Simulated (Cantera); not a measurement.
A closed system holds: 1 mol Ta(OEt)5, 0.18 mol H2O, 3.2 mol CO2, held at 0.0225 Torr.

Cantera equilibrium calculation (NASA polynomials, part measured and part estimated; ideal gas, pure solids and liquids). Candidate condensed phases: C, C6H6, C7H8, C8H18, H2O, Ta, TaC, Ta2O5; 113 gas species. The feed counts by its element totals alone. TaC: taken at fixed stoichiometry. Condensed phases not in the tables: Ta2C. Kinetics and transport are ignored.

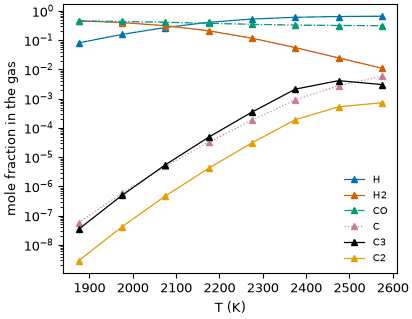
Fig. 1. Equilibrium gas composition (values under 1e-9 drawn at 1e-9)

Task: Read off the mole fractions at 2475 K.

Result: H about 0.65, CO about 0.32, H2 about 0.025, C3 about 0.0042, C about 0.0028, C2 about 0.00053.
